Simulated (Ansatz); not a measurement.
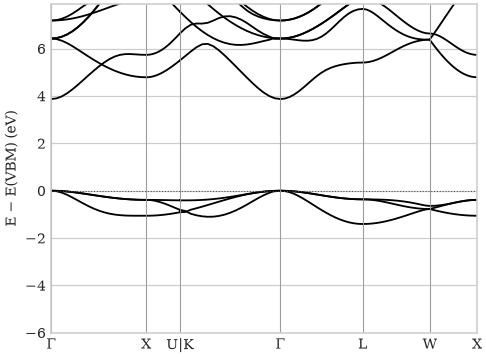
Band structure from PBEsol in the plane-wave PAW code Ansatz

Question: Read off the gap and where the band edges lie.

Answer: About 3.9 eV (3.87 eV by a search for the band edges); maximum at Γ, minimum at Γ.

The material is KI (rock salt, Fm-3m).

The cell was relaxed with PBEsol under the symmetry of its start. Scalar-relativistic: spin–orbit coupling is off unless named, which matters more the heavier the elements.

Potentials: the later of the program's two PAW sets.
